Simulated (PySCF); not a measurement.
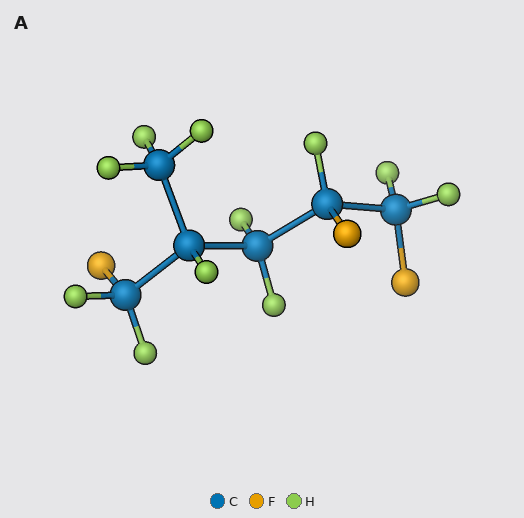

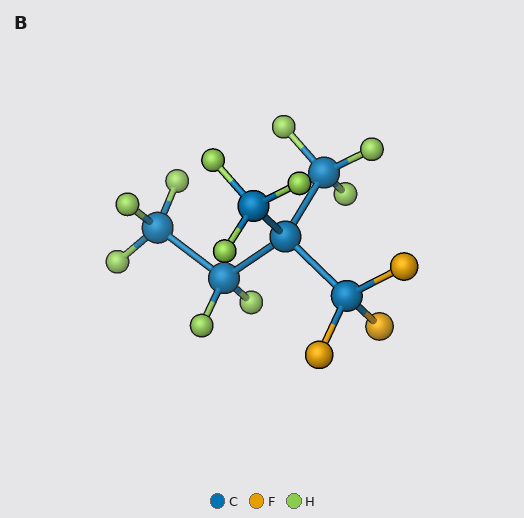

2 stationary structures of one formula. Geometries: GFN2-xTB. Electronic energies: PBE0/pcSseg-1 (PySCF 2.14.0), without zero-point energy. No frequency run is at hand to confirm each as a minimum. Each is one conformer, not always the lowest.

**Which structure is the most stable?**

B is lowest; A lies 103.5 kJ/mol above it. A is `C[C@@H](CF)C[C@@H](F)CF`, B is `CCC(C)(C)C(F)(F)F`.
